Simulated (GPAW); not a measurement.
**How far to go with the plane-wave cutoff: TaN (P3m1, 2 atoms in the cell)**

```xyz
2
Lattice="2.9488 0.0000 0.0000 -1.4744 2.5537 0.0000 0.0000 0.0000 2.8989" Properties=species:S:1:pos:R:3 pbc="T T T"
Ta     0.0000     0.0000     1.4994
N      1.4744     0.8512     0.0000
```

Method: PBEsol, GPAW PAW datasets PBEsol (made by gpaw-setup) (plane waves; GPAW).

Base settings: mode = pw; ecut = 900 eV; xc = PBEsol; kpts = 5 5 4; mesh shift (steps) = 0 0 0; occupations.name = fermi-dirac; occupations.width = 0.1 eV; nbands = -8; symmetry.symmorphic = false; symmetry.tolerance = 0.0005.

The second cell is the first with its lattice scaled by 0.98.

The mesh stays at the base's, so the ladder's end is converged at best in this setting alone.

Only quantities that move along the ladder and can be compared are tabulated.

The count of work is k-points × plane waves × bands × iterations; it is no time. 

The starting cell comes from a database of computed structures (which also holds hypothetical and non-ambient phases and stackings), without a prior relaxation at this level. Its lattice was rescaled by up to half a per cent. One atom was moved a little off its site on purpose. Spin polarisation is off. Without a gap this mesh is coarse (it stands for a supercell whose shortest vector is 12 Å).

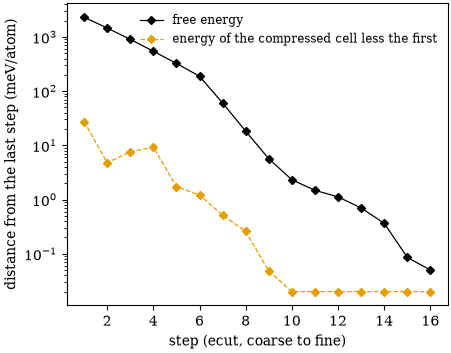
Figure. Distance from the last step along the ladder; very small values are drawn at a floor.

```csv
ecut,free energy less the last step's (meV/atom),energy of the compressed cell less the first (meV/atom),pressure (GPa),largest difference of a force vector from the last step's (eV/Å),count of work / last
315 eV,2312.87,38.40,-72.03,0.033,0.057
360 eV,1459.34,15.63,-57.84,0.009,0.070
405 eV,902.43,18.49,-44.60,0.023,0.082
450 eV,545.05,20.16,-33.92,0.008,0.098
495 eV,324.67,12.62,-25.76,0.002,0.11
540 eV,188.12,12.09,-19.74,0.002,0.13
630 eV,60.34,11.40,-12.72,0.000,0.16
720 eV,18.22,11.14,-9.68,0.000,0.20
810 eV,5.65,10.84,-8.51,0.000,0.23
900 eV,2.32,10.88,-8.13,0.000,0.27
990 eV,1.48,10.87,-8.03,0.000,0.31
1080 eV,1.12,10.89,-8.01,0.000,0.36
1215 eV,0.70,10.89,-8.01,0.000,0.42
1350 eV,0.36,10.89,-8.00,0.000,0.49
1575 eV,0.09,10.89,-7.99,0.000,0.62
1800 eV,0.01,10.88,-7.98,0.000,0.76
2160 eV,0.00,10.89,-7.98,0.000,1.0
```

Coarsest ecut that holds the forces within 0.01 eV/Å of the last step, with all finer ones: 450 eV, at 0.098 of the last step's count of work; the step before is off by 0.023 eV/Å.

Coarsest ecut that holds the energy of the compressed cell less the first within 1 meV/atom of the last step, with all finer ones: 630 eV, at 0.16 of the last step's count of work; the step before is off by 1.2 meV/atom.

Coarsest ecut that holds the free energy within 5 meV/atom of the last step, with all finer ones: 900 eV, at 0.27 of the last step's count of work; the step before is off by 5.6 meV/atom.

The energy difference between the two cells stays within 1 meV/atom of the last step's from 630 eV on, the total only from 1215 eV on: much of the error is common to both cells and cancels.

At the lowest cutoff the pressure lies 64.0 GPa under the last step's, the usual sign of Pulay stress in an incomplete plane-wave basis.
